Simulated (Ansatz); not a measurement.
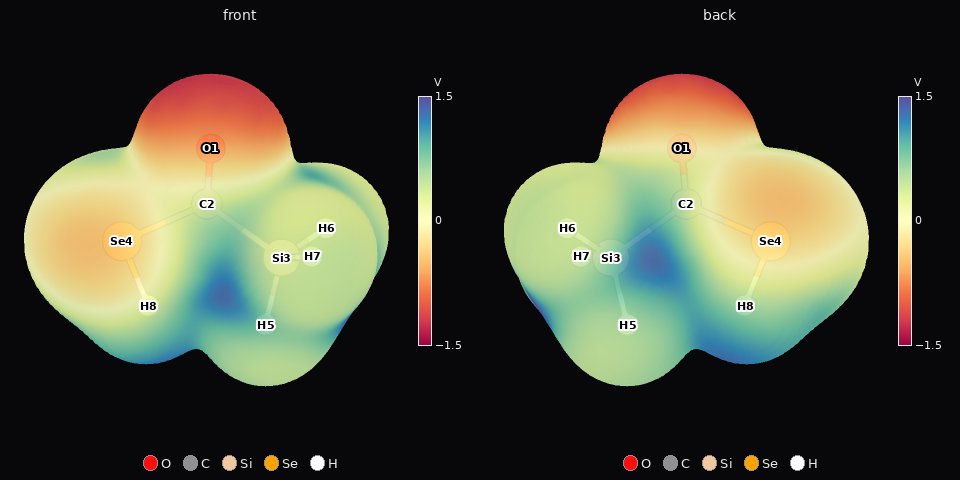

*CH4OSeSi. The electrostatic potential painted on the density surface at 0.002 e/bohr³, seen from the front and from behind; the colour scale runs from red (negative) to blue (positive).*

The calculation used RKS PBE-D4/def2-SVP (Ansatz 0.2.0).

```xyz
8

O     1.4645   -0.8964    1.3080
C     0.5455   -0.7479    0.5353
Si    0.0686    1.0212   -0.1090
Se   -0.4984   -2.3224   -0.0906
H    -1.0886    0.9695   -1.0657
H    -0.2813    1.8464    1.0955
H     1.2851    1.5860   -0.7835
H    -1.4033   -1.5135   -0.9458
```

**Where is the surface potential most negative and most positive?**

The most negative region (about −1.2 V) lies over O1, the most positive (about +1.4 V) over Si3. O1 is the likeliest acceptor of a hydrogen bond.
